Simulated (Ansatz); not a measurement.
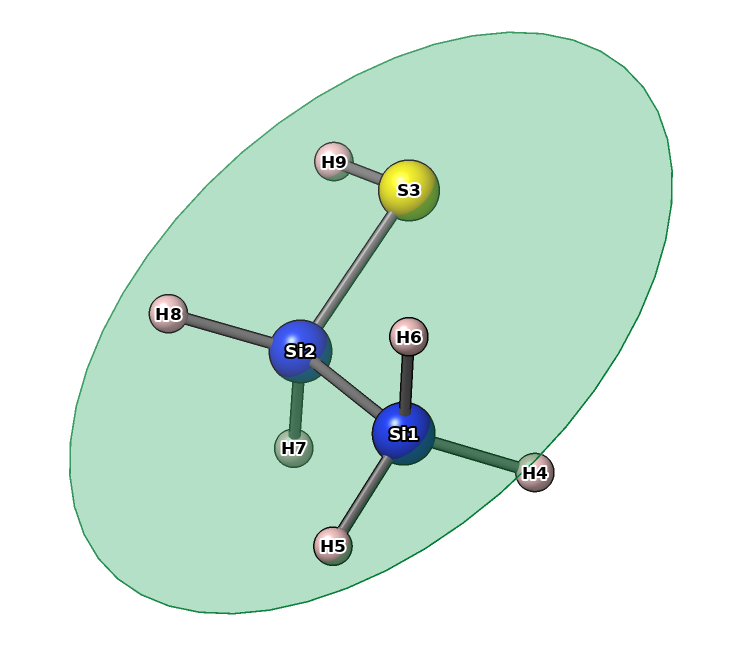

A disc through the centre of mass is drawn in. Distant atoms are faded towards the background colour. Computed geometry: PBE0-D4/def2-TZVP optimisation. No frequency run is at hand to confirm it as a minimum.

Question: Is the plane of the disc a mirror plane of the structure?

Answer: Yes. The reflection leaves Si1, Si2, S3, H5, H9 in place and moves H4 ↔ H6; H7 ↔ H8. The point group is Cs.
